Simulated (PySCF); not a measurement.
SMILES [Be]([CH3])[SiH3] (CH6BeSi), CAM-B3LYP/def2-SVP optimised geometry. Atoms within 1.6 Å of the plane z = 1.2 Å (x, y, z in Å): Be1 (0.33, -0.35, 0.00), C2 (2.00, -0.35, 0.00), H3 (2.42, -1.02, 0.78), H4 (2.42, 0.66, 0.20), Si6 (-1.85, -0.35, 0.00), H7 (-2.42, 1.04, 0.00), H8 (-2.42, -1.04, 1.20).

Computed with CAM-B3LYP/def2-TZVP run with PySCF 2.14.0.

Map of the electron localisation function on the plane z = 1.2 Å:

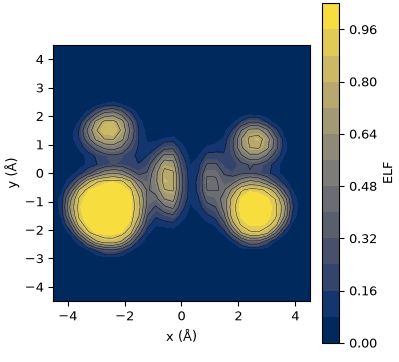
Figure. Electron localisation function on the plane z = 1.2 Å.
